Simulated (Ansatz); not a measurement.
## Nudged elastic band of Si2H5ClF2 (part 2 of 2)

The same run, continued: Si2H5ClF2; RKS PBE0-D4/6-31G* (Ansatz 0.2.0). The run did not end well. It belongs to a series of runs on one base structure; here: band between the two ends.

Geometry of the input (Å):
```
Si 0.5172  -0.1300  0.0539
Si 0.2841  -0.1463  2.3771
H  -0.7293  -1.1345  2.8323
H  1.6103  -0.5188  2.9505
H  -0.0733  1.2147  2.8625
H  1.6799  0.6695  -0.4197
F  -0.7868  0.4502  -0.6856
F  0.7182  -1.6384  -0.4640
Cl -3.1571  0.6320  1.2225
H  -3.9441  0.6135  2.2373
```

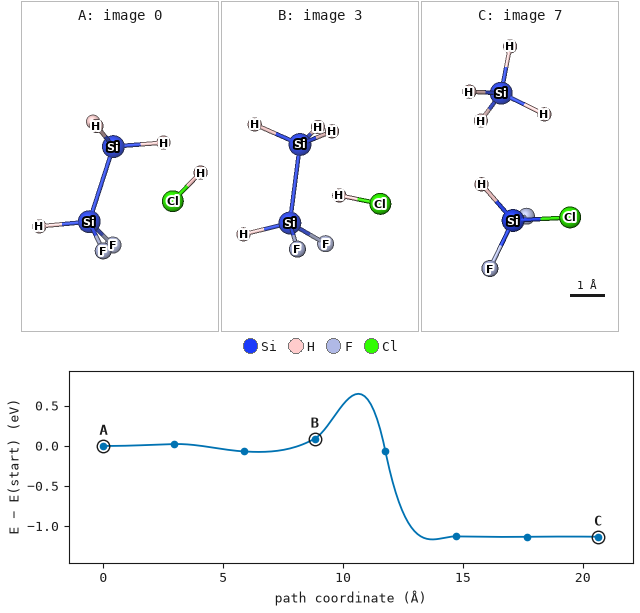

Images of the last band (counted from 0; ball-and-stick, seen at a tilt) above the energy along the path; the line is a cubic interpolation that uses the forces. The highest image is number 3, 0.090 eV above the start and 1.221 eV above the end; the end lies 1.131 eV below the start. A further maximum stands at image 1, 0.023 eV from the start. The path is 20.63 Å long. The band had not converged after 60 iterations.

```
Unfinished report: {"positions_ang":[[0.24643914425401803,0.48892251120874297,0.21961799521463038],[0.14126987560382154,0.16285332979566727,2.5456654780578267],[0.041699170167310874,1.5115045054311573,3.176074227174595],[-1.0129917290282702,-0.6685945410318087,2.9903322991848738],[1.3952063138640036,-0.5176745652558061,2.967628744761673],[0.8372183051101266,1.805420859318079,-0.12300323485801085],[-1.2129677003380042,0.43669226154041885,-0.460153585951126],[1.1225352441367455,-0.6597183938803126,-0.4757929019929665],[-2.9675133990145053,-1.8542000242338852,0.9411097162614486],[-2.4718942247552476,-0.6933049528922542,1.1853222621470567]],"unchecked":["starts","cluster_reference","orbital_swaps","neighbouring_geometries","increment"],"mean_field":{"relativity":"none","state":{"energy":{"ev":-33778.401477675776,"hartree":-1241.3333584817278},"converged":true,"gradient_ev":0.000018829382764316606,"stability":{"kind":"minimum","curvature_ev":45.70813214255098},"curvature_floor_ev":0.00030000000000000003,"spin_squared":2.1316282072803006e-14},"others":[],"fillings":{"estimated":0,"unestimated":0,"tried":0,"untried":0,"excluded_magnetic_sites":0},"n_dropped_functions":0,"n_trapped_functions":0,"passes":{"evaluations":4,"products":22},"factors":{"origin":"Cholesky decomposition","count":979,"bound_ev":0.0006997898266804859},"gradient_stop_ev":0.00009,"reference_kind":"stationary","functional":{"name":"PBE0","citations":["Adamo & Barone, J. Chem. Phys. 110, 6158 (1999) doi:10.1063/1.478522","Perdew, Burke & Ernzerhof, Phys. Rev. Lett. 77, 3865 (1996) doi:10.1103/PhysRevLett.77.3865"],"text":"name \"PBE0\"\ncite \"Adamo & Barone, J. Chem. Phys. 110, 6158 (1999) doi:10.1063/1.478522\"\ncite \"Perdew, Burke & Ernzerhof, Phys. Rev. Lett. 77, 3865 (1996) doi:10.1103/PhysRevLett.77.3865\"\nparent pbe\nparameter a = 0.25\nparameter kappa = 0.804\nparameter beta = 0.06672455060314922\nexchange = (1 - a)*pbe_x(kappa = kappa, mu = beta*pi^2/3) + a*exact_x\ncorrelation = pbe_c(beta = beta)\n","parameters":{"a":{"value":0.25,"default":0.25},"beta":{"value":0.06672455060314922,"default":0.06672455060314922},"kappa":{"value":0.804,"default":0.804}},"final_grid":{"core_spheres":13.0,"valence_spheres":11.0,"degree":36.0},"final_grid_parameter_source":"default","radial_points_factor":1.0,"radial_grid_error_ev":3.235511906987185e-7,"grid_sensitivity":"normal","grid_sensitivity_ratio":0.001870803151768979},"unsmoothed_excess_ev":-0.00003165739898202982,"symmetry":{"irreps":["A"],"axes":[[0.8289550498350371,0.5478409266490343,0.11271133235535387],[-0.5566959986509077,0.827626208164304,0.07158508675447212],[-0.054065612352586626,-0.12208676688283696,0.9910457763963458]],"occupied":[{"A":34},{"A":34}]},"held":{"pivots":979,"left_out":0,"joined":0},"density_repulsion":{"missed_ev":0.00006464264991058628,"excess_ev":0.0,"most_excess_ev":0.0001836,"are_drawn_again":false,"n_first_factors":979,"energy_change_ev":0.0,"n_dropped_ends":0}},"factors":{"origin":"Cholesky decomposition","count":979,"bound_ev":0.0006997898266804859},"n_frozen":0,"n_occupied":[34,34],"n_virtual":[63,63],"reference":{"ev":-33778.401477675776,"hartree":-1241.3333584817278},"dispersion":{"energy":{"ev":-0.1912277189764589,"hartree":-0.007027489053581502},"switches_in_reach":[]},"total":{"ev":-33778.59270539475,"hartree":-1241.3403859707812},"forces_ev_per_angstrom":[[-0.030977307251231066,-0.029262628317322945,0.006849407888062505],[0.0378989732445195,-0.025020985034789008,-0.054331591923158416],[0.024180264589239855,-0.05386265365896296,0.015083433464495064],[0.025551044552202903,0.06679773528369591,-0.044441532388912394],[0.029667450417575195,0.06849984262655608,0.03813359499136464],[0.0583296353324344,0.023226291726079464,-0.03982781781885896],[0.02378004902934728,0.04887551070237852,0.13666019253636325],[-0.007221265302139039,0.01800186778947848,0.03581519717320951],[-0.059565884105760816,-0.022969326879756946,0.05340634752482905],[-0.10164296051805508,-0.09428565425869738,-0.14734723144991804]],"charge_distribution":{"dipole_moment_e_ang":[0.26808112004649526,0.4545187990780956,0.32931606199009533],"mulliken_charges_e":[0.9199076085561462,0.014970249018711357,-0.03547234451737724,-0.03048332184654945,-0.02379258981595811,-0.09650983204197461,-0.3739539819637834,-0.36252711091040624,-0.22868327869647587,0.21654460221765215],"lowdin_charges_e":[0.2681364134504314,0.08364755123894341,-0.030749334873091838,-0.03059307652129828,-0.023185606024650696,-0.06770135386151499,-0.11346035942240462,-0.10215662096821454,-0.12268380617346253,0.13874619315524106]},"n_threads":2,"memory_gib":2.556818182580173,"seconds":{"hamiltonian":2.279325042,"orbitals":0.0,"second_order":0.0,"solver_start":0.0,"cycles":0.0,"cycle":0.0,"perturbative":0.0,"full_ci_increment":0.0,"forces":0.0}}
this run last wrote the band of iteration 60 to [file]
Error: NEB band did not converge after 60 iterations: max|band force component| = 1.32e-1 eV/Å (threshold 3.0e-2); raise `neb.max_iterations` in a new run, which can start from the last band evaluated (`neb.initial_path`, with `crystal.atoms` and `neb.final_atoms` set to its first and last images), add images, or start from endpoints closer to local minima. Where this run's directory can be resumed (`checkpoint.write`), a resume goes on for up to `neb.max_iterations` more; to start a new run from the last band, take its images' positions from the `neb_iteration` event of iteration 60 (`data.images[].positions_ang`), in the event stream of the run that computed that iteration (not this run's, if it was resumed behind it). With `checkpoint.write`, `steps/00-neb/state/checkpoint.json` in the run directory holds the last saved band, under `neb.evaluated.images[].positions_ang` (a band under a hybrid functional on support functions is neither saved nor resumed: `neb.initial_path` says where its path is): check the last entry of `neb.iterations` there, which is earlier than 60 if that iteration was not saved or its write failed. If the band's step has no `state` directory and holds `state.next`, a write was cut short, and the file is under `state.next` instead (behind a loss of power it can be under `state.prev`)
this run wrote the band of iteration 60 to [file] as well, whether or not its events were kept: a new run's `neb.initial_path` can list its `images[].positions_ang`
a run's events are kept only if it was started with --events-out <file>, and are in that file
```

**The last band as extended XYZ (Å, eV, eV/Å)**
```
10
Properties=species:S:1:pos:R:3:forces:R:3 image=0 energy=-33778.68220
Si    0.5172   -0.1300    0.0539   -0.0069  -0.0282  -0.0257
Si    0.2841   -0.1463    2.3771    0.0019   0.0127  -0.0107
H    -0.7293   -1.1345    2.8323   -0.0021  -0.0022  -0.0012
H     1.6103   -0.5188    2.9505   -0.0010  -0.0016  -0.0017
H    -0.0733    1.2147    2.8625    0.0009   0.0009   0.0084
H     1.6799    0.6695   -0.4197   -0.0169  -0.0038   0.0072
F    -0.7868    0.4502   -0.6856    0.0232  -0.0075   0.0160
F     0.7182   -1.6384   -0.4640    0.0016   0.0277   0.0076
Cl   -3.1571    0.6320    1.2225   -0.0083   0.0015   0.0115
H    -3.9441    0.6135    2.2373    0.0076   0.0006  -0.0114
10
Properties=species:S:1:pos:R:3:forces:R:3 image=1 energy=-33778.65961
Si    0.3624    0.0307    0.1990    0.0069   0.0021   0.0019
Si    0.5845    0.1469    2.5184   -0.0028  -0.0023  -0.0008
H    -0.7302    0.0433    3.2058    0.0000  -0.0048  -0.0018
H     1.4715   -0.9599    2.9769    0.0010   0.0025   0.0003
H     1.2265    1.4443    2.8741   -0.0056  -0.0001  -0.0006
H     1.6423    0.2258   -0.5338    0.0009   0.0015   0.0008
F    -0.6546    1.1635   -0.3145   -0.0019  -0.0043  -0.0034
F    -0.2266   -1.3964   -0.2387    0.0004  -0.0008  -0.0021
Cl   -3.3629    0.0674    0.8741    0.0037   0.0052  -0.0011
H    -4.1938   -0.7536    1.4055   -0.0027   0.0010   0.0066
10
Properties=species:S:1:pos:R:3:forces:R:3 image=2 energy=-33778.75172
Si    0.2952    0.1498    0.2383   -0.0446  -0.0056  -0.0191
Si    0.3503    0.1099    2.5802   -0.0035  -0.0053  -0.0083
H    -0.8318    0.8216    3.1332    0.0079   0.0121  -0.0036
H     0.3884   -1.2935    3.0702   -0.0177   0.0073   0.0005
H     1.5916    0.8163    3.0075    0.0007  -0.0171  -0.0001
H     1.2123    1.1307   -0.3957   -0.0047   0.0075  -0.0020
F    -1.1952    0.5279   -0.2853    0.0264   0.0000   0.0113
F     0.6182   -1.2977   -0.3711    0.0267   0.0059   0.0083
Cl   -3.5314   -0.7698    1.4294    0.0218   0.0080  -0.0174
H    -2.7786   -0.1835    0.5601   -0.0129  -0.0129   0.0302
10
Properties=species:S:1:pos:R:3:forces:R:3 image=3 energy=-33778.59267
Si    0.2464    0.4889    0.2196   -0.0310  -0.0293   0.0068
Si    0.1413    0.1629    2.5457    0.0379  -0.0250  -0.0543
H     0.0417    1.5115    3.1761    0.0242  -0.0539   0.0151
H    -1.0130   -0.6686    2.9903    0.0256   0.0668  -0.0444
H     1.3952   -0.5177    2.9676    0.0297   0.0685   0.0381
H     0.8372    1.8054   -0.1230    0.0583   0.0232  -0.0398
F    -1.2130    0.4367   -0.4602    0.0238   0.0489   0.1367
F     1.1225   -0.6597   -0.4758   -0.0072   0.0180   0.0358
Cl   -2.9675   -1.8542    0.9411   -0.0596  -0.0230   0.0534
H    -2.4719   -0.6933    1.1853   -0.1016  -0.0943  -0.1473
10
Properties=species:S:1:pos:R:3:forces:R:3 image=4 energy=-33778.75098
Si   -0.4064    0.2385   -0.2114   -0.3277  -0.4587  -0.4893
Si   -0.2871   -0.1292    2.9229   -0.2905  -0.1011   0.2167
H    -0.2139    1.1956    3.5878   -0.0674  -0.0257   0.1256
H    -0.7025   -1.2706    3.7410    0.0730  -0.1782   0.6668
H     1.0868   -0.4427    2.4105   -0.3225   0.0555  -0.3071
H     0.0232    1.3947    0.6237   -0.3238  -0.5871   0.3135
F    -1.3060    0.9640   -1.2903   -0.1175   0.3435  -0.6320
F     0.9739   -0.2962   -0.8004   -0.1382  -0.1716  -0.0718
Cl   -1.6293   -1.4780    0.0576    0.8242   0.5192  -0.4438
H    -1.4196   -0.1642    1.9253    0.6905   0.6043   0.6215
10
Properties=species:S:1:pos:R:3:forces:R:3 image=5 energy=-33779.80929
Si   -0.3839    0.0393   -0.8041    0.0027  -0.0004  -0.0102
Si   -0.3175    0.0306    3.4097   -0.0016   0.0006   0.0008
H    -0.3739    0.1970    4.8860   -0.0004  -0.0033   0.0078
H    -0.4148   -1.4104    3.0565   -0.0007  -0.0001  -0.0003
H     0.9716    0.5724    2.8981    0.0003   0.0039   0.0031
H     0.2343    0.7301    0.3329    0.0026  -0.0026  -0.0027
F    -1.0040    1.0976   -1.8152   -0.0010   0.0001   0.0007
F     0.7071   -0.8088   -1.5898   -0.0031  -0.0005  -0.0034
Cl   -1.8585   -1.2087   -0.1852    0.0019  -0.0020  -0.0009
H    -1.4414    0.7729    2.7777   -0.0008   0.0043   0.0051
10
Properties=species:S:1:pos:R:3:forces:R:3 image=6 energy=-33779.81400
Si   -0.2725    0.0394   -0.8544    0.0014  -0.0023  -0.0051
Si   -0.4021   -0.0385    3.4501    0.0004   0.0007  -0.0010
H     0.0009    0.0685    4.8780    0.0024  -0.0001  -0.0007
H     0.4073   -1.0988    2.7879   -0.0054   0.0005  -0.0019
H    -0.1516    1.2596    2.7656   -0.0022  -0.0014   0.0000
H     0.7310   -0.0285    0.2135    0.0023   0.0015  -0.0005
F    -0.0736    1.3594   -1.7173   -0.0005   0.0017   0.0027
F    -0.1261   -1.2085   -1.8280    0.0001  -0.0002   0.0003
Cl   -2.1500    0.0430   -0.0833    0.0024  -0.0018   0.0026
H    -1.8442   -0.3837    3.3547   -0.0010   0.0014   0.0035
10
Properties=species:S:1:pos:R:3:forces:R:3 image=7 energy=-33779.81356
Si   -0.5470    0.2598   -0.6749   -0.0035   0.0107   0.0226
Si   -0.1328   -0.2555    3.3075   -0.0038  -0.0032  -0.0050
H    -0.3579   -0.5548    4.7463   -0.0006   0.0011   0.0044
H     0.9043   -1.1672    2.7566   -0.0006  -0.0021  -0.0002
H     0.3239    1.1534    3.1562    0.0029   0.0009  -0.0012
H     0.0641    1.1344    0.3340   -0.0009   0.0014  -0.0027
F     0.1713    0.4618   -2.0778    0.0042  -0.0003  -0.0136
F    -0.3794   -1.2641   -0.2581    0.0000  -0.0052  -0.0029
Cl   -2.5223    0.6764   -0.8789    0.0001  -0.0045  -0.0046
H    -1.4052   -0.4323    2.5560    0.0023   0.0011   0.0034
```

**What the run reported**

```json
{"quantity": "outcome", "value": "not converged"}
{"quantity": "barrier, forward (band not converged)", "value": "0.089 eV"}
{"quantity": "barrier, backward", "value": "1.221 eV"}
{"quantity": "wall time", "value": "14 min (CPU time 27 min)"}
{"quantity": "peak memory", "value": "0.22 GiB"}
```

The run did not converge: “NEB band did not converge after 60 iterations: max|band force component| = 1.32e-1 eV/Å (threshold 3.0e-2); raise `neb.max_iterations` in a new run, which can start from the last band evaluated (`neb.initial_path`, with `crystal.atoms` and `neb.final_atoms` set to its first and last images), add images, or start from endpoints closer to local minima …” Its last values are not results.
